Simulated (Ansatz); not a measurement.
BH4NS···H2

```yaml
atoms:
  - { symbol: B, position_ang: [0.0569, 0.6170, -0.2223] }
  - { symbol: H, position_ang: [0.0103, -0.5858, 1.8548] }
  - { symbol: N, position_ang: [1.3114, 0.1539, -0.6054] }
  - { symbol: H, position_ang: [1.4302, -0.7321, -1.0782] }
  - { symbol: H, position_ang: [2.1788, 0.6498, -0.4492] }
  - { symbol: H, position_ang: [-0.9338, -0.0356, -0.4418] }
  - { symbol: S, position_ang: [-0.2258, 2.2551, 0.6210] }
  - { symbol: H, position_ang: [1.0614, 2.6667, 0.6890] }
  - { symbol: H, position_ang: [-0.1849, 0.0761, 2.0553] }
```

Not at a stationary point (largest force 1.8 eV/Å).

Theory: RKS PBE0/def2-SVP (Ansatz 0.2.0).

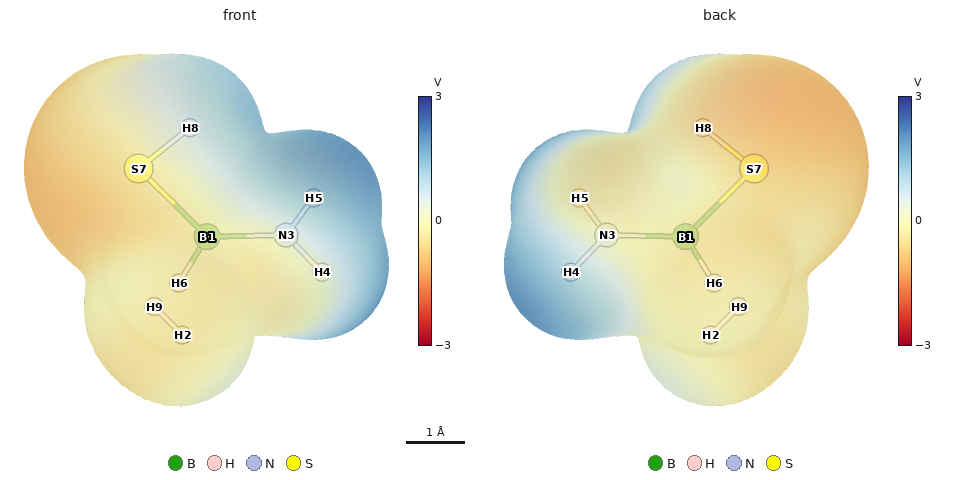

Figure 1. The molecular electrostatic potential painted on the density surface at 0.002 e/bohr³, seen from the front and from behind; the colour scale runs from red (negative) to blue (positive).

**Where is the surface potential most negative and most positive?**

The most negative region (about −1.1 V) lies over S7, the most positive (about +2.1 V) over H4 and H5.

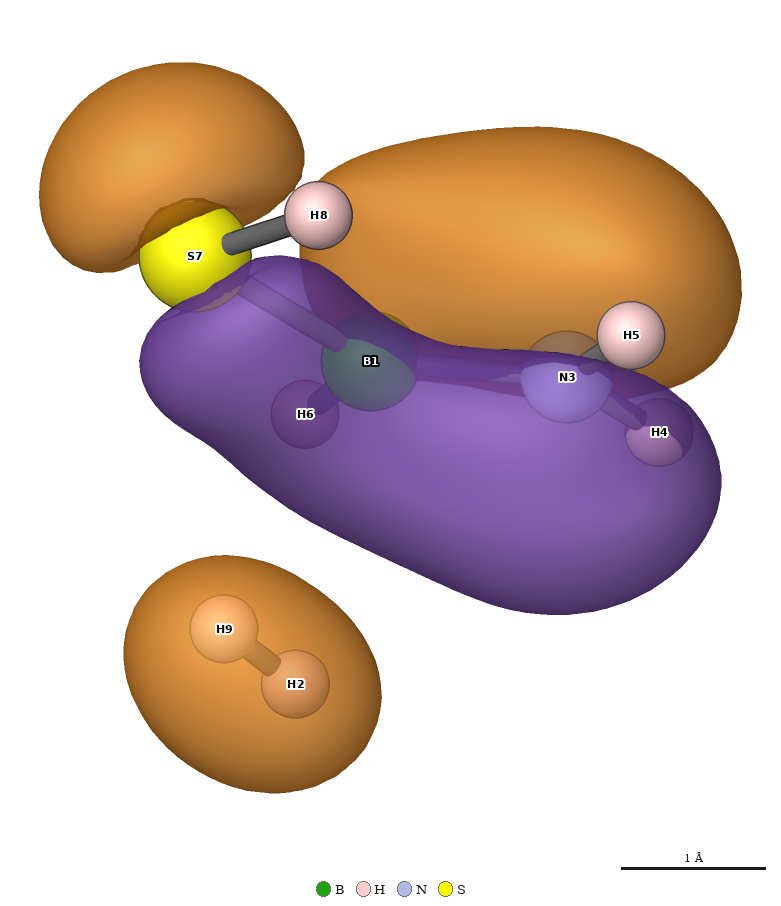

Figure 2. The HOMO−1 at ±0.08 Å⁻³ᐟ² (orange and purple are the two phases), seen at a tilt.

**Describe this orbital and give its energy.**

It lies mainly on N3 (about 55 %), B1 (about 20 %) and S7 (about 10 %). Its energy is −8.77 eV.

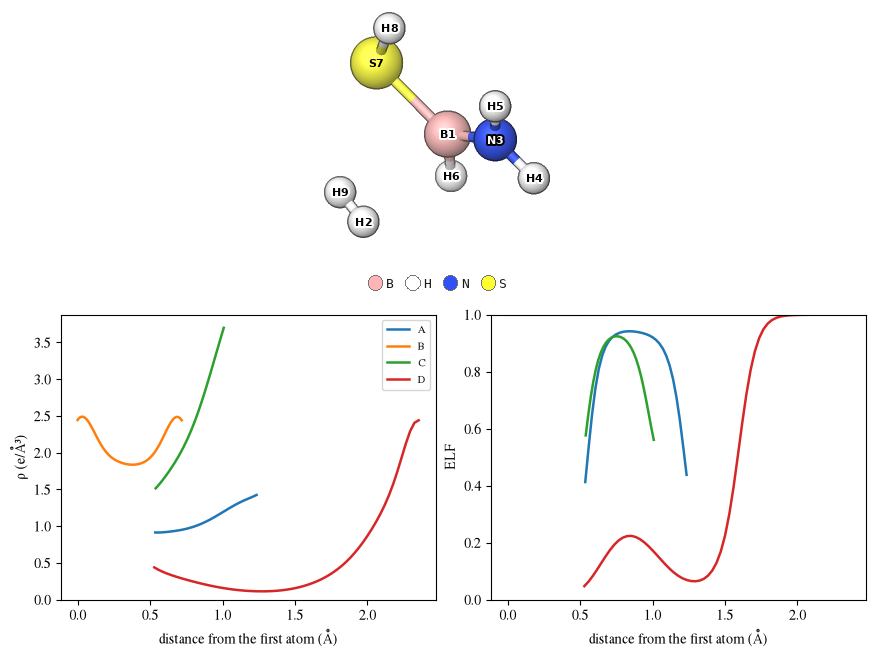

Figure 3. Total electron density and ELF along straight lines between neighbouring atoms. The curves leave out the atomic cores. The structure is drawn too.

**Which curve belongs to which contact (B–H, B–N, B–S and H–H)? The first atom named is at distance zero.**

Curve A: B–S (1.86 Å): the density is about 1.1 e/Å³ at the midpoint, with its minimum of 0.91 e/Å³ about 0.6 Å from B; the ELF peaks at about 0.95 between the atoms (localised, covalent bonding). Curve B: H–H (0.72 Å): ρ at the midpoint is about 1.8 e/Å³; the ELF is about 1 at the midpoint: an ordinary covalent bond to hydrogen. Curve C: B–N (1.39 Å): the density is about 1.9 e/Å³ at the midpoint; the ELF peaks at about 0.90 between the atoms, as expected for a short, strongly polar bond. Curve D: B1···H9 (2.35 Å): the density falls to about 0.11 e/Å³ on the way; the ELF climbs to about 1 towards the hydrogen, as it does in any bond to H.
